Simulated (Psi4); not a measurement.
# CH4FSi− (SMILES C[SiH-]F): a first try and a second

Wanted: the energy of CH4FSi−, revSCAN/6-31+G* (density fitting, Cartesian functions, IEF-PCM ethanol).

The calculation is run with Psi4 1.11.

4 further runs of the same task are left out: 3 that didn't finish, 1 set aside as unsound or not needed.

## (1) The molecule

CH4FSi−: 7 atoms, total charge -1, spin state singlet. As SMILES, `C[SiH-]F`. The shape is that of a GFN2-xTB optimisation.

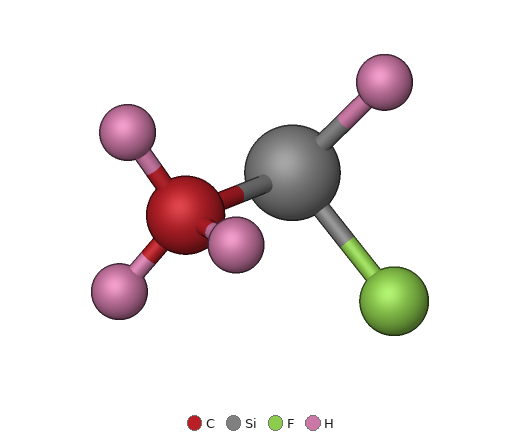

Viewed from a chosen angle; carbon red, silicon grey, fluorine green, hydrogen pink.

## (2) Try one

Input file calc.dat:

```
memory 1.6 GB

molecule molecule1 {
  0 1
  C
  Si 1 1.920355
  F 2 1.725611 1 98.71484
  H 1 1.09491 2 111.19607 3 -75.72524
  H 1 1.095735 4 106.60754 2 118.98279
  H 1 1.097955 4 106.9487 5 114.48743
  H 2 1.522105 3 94.49059 1 100.49711
  symmetry c1
  no_reorient
  no_com
}

set scf_type disk_df
set pcm true

pcm = {
  Units = Angstrom
  Medium {
    SolverType = IEFPCM
    Solvent = Ethanol
  }
  Cavity {
    Type = GePol
    RadiiSet = Bondi
    Scaling = True
    Area = 0.3
    Mode = Implicit
  }
}

energy_value = energy("revscan/6-31+G*")
```

Launch:

```bash
$ psi4 -n 1 calc.dat calc.out
```

calc.out:

```text
Psi4 1.11 release

qcelemental.exceptions.ValidationError: Inconsistent or unspecified chg/mult: sys chg: None, frag chg: [0.0], sys mult: None, frag mult: [1]

Printing out the relevant lines from the Psithon --> Python processed input file:
    from psi4.driver.wrapper_database import database, db, DB_RGT, DB_RXN
    from psi4.driver.wrapper_autofrag import auto_fragments
    psi4_io = core.IOManager.shared_object()
    core.set_memory_bytes(1600000000)

--> molecule1 = geometry("""
      0 1
      C
      Si 1 1.920355
      F 2 1.725611 1 98.71484
      H 1 1.09491 2 111.19607 3 -75.72524

!----------------------------------------------------------------------------------!
!                                                                                  !
!  Inconsistent or unspecified chg/mult: sys chg: None, frag chg: [0.0], sys mult: !
!     None, frag mult: [1]                                                         !
!                                                                                  !
!----------------------------------------------------------------------------------!

    Psi4 run time: 0:00:00.02
```

It took 1.4 s on 1 thread of Intel Xeon Platinum 8259CL at 2.50GHz (Skylake/Cascade Lake), shared host; peak memory 0.13 GiB.

## (3) What went wrong

The input was rejected.

The telling line is `qcelemental.exceptions.ValidationError: Inconsistent or unspecified chg/mult: sys chg: None, frag chg: [0.0], sys mult: None, frag mult: [1]`. Cause: charge and multiplicity as typed don't fit the electron count or the species meant. To mend it: charge -1 in place of 0. That is the species meant; for the charge typed, the multiplicity would have to change.

## (4) The mended input

Input file ch4fsi.in:

```
memory 1600 MB

molecule {
  -1 1
  C
  Si 1 1.920355
  F 2 1.725611 1 98.71484
  H 1 1.09491 2 111.19607 3 -75.72524
  H 1 1.095735 4 106.60754 2 118.98279
  H 1 1.097955 4 106.9487 5 114.48743
  H 2 1.522105 3 94.49059 1 100.49711
  symmetry c1
  no_reorient
  no_com
}

set scf_type disk_df
set pcm true

pcm = {
  Units = Angstrom
  Medium {
    SolverType = IEFPCM
    Solvent = Ethanol
  }
  Cavity {
    Type = GePol
    RadiiSet = Bondi
    Scaling = True
    Area = 0.3
    Mode = Implicit
  }
}

result, w = energy('revscan/6-31+G*', return_wfn=True)
```

Launch:

```bash
$ psi4 ch4fsi.in ch4fsi.out -n 1
```

ch4fsi.out:

```text
[...]
  Running in c1 symmetry.
[...]
  Nuclear repulsion =  103.448318564664376
[...]
  Multiplicity = 1
[...]
  Nalpha       = 17
  Nbeta        = 17
[...]
    Number of basis functions: 69
[...]
   @DF-RKS iter   1:  -429.52814374816933   -4.14848e-01   1.25727e-02 ADIIS/DIIS
[...]
   @DF-RKS iter   9:  -429.92117942829043   -3.08067e-08   4.71201e-07 DIIS
[...]
    Orbital Energies [Eh]
    ---------------------
    Doubly Occupied:
       1A    -65.792656     2A    -24.444241     3A     -9.982218
       4A     -5.171929     5A     -3.511521     6A     -3.508005
       7A     -3.504119     8A     -1.074659     9A     -0.635112
      10A     -0.432611    11A     -0.355944    12A     -0.346704
      13A     -0.330794    14A     -0.324482    15A     -0.308222
      16A     -0.234602    17A     -0.128500
[...]
  @DF-RKS Final Energy:  -429.92117942829043
   => Energetics <=
    Nuclear Repulsion Energy =            103.4483185646643761
    One-Electron Energy =                -807.8013514244629505
    Two-Electron Energy =                 312.9658116887661095
    DFT Exchange-Correlation Energy =     -38.4425911159676943
    Empirical Dispersion Energy =           0.0000000000000000
    VV10 Nonlocal Energy =                  0.0000000000000000
    PCM Polarization Energy =              -0.0913671412903515
    Total Energy =                       -429.9211794282904293
[...]
 Multipole Moments:
 ------------------------------------------------------------------------------------
     Multipole            Electronic (a.u.)      Nuclear  (a.u.)        Total (a.u.)
 ------------------------------------------------------------------------------------
 L = 1.  Multiply by 2.5417464519 to convert [e a0] to [Debye]
 Dipole X            :          0.9289753           -1.2971559           -0.3681805
 Dipole Y            :         -3.6117044            3.2661963           -0.3455081
 Dipole Z            :          4.0333653           -5.4398982           -1.4065329
 Magnitude           :                                                    1.4944121
[...]
```

It took 16 s on 1 thread of Intel Xeon Platinum 8259CL at 2.50GHz (Skylake/Cascade Lake), shared host; peak memory 0.94 GiB.

## (5) What came out

Level: revSCAN/6-31+G* (density fitting, Cartesian functions, IEF-PCM ethanol).

| quantity | value |
| --- | --- |
| total energy | -429.92118 Eh |
| HOMO energy | -3.50 eV |
| LUMO energy | 0.36 eV |
| HOMO–LUMO gap (to an unbound level, set by the basis) | 3.86 eV |
| solvent term in the energy | -239.9 kJ/mol |
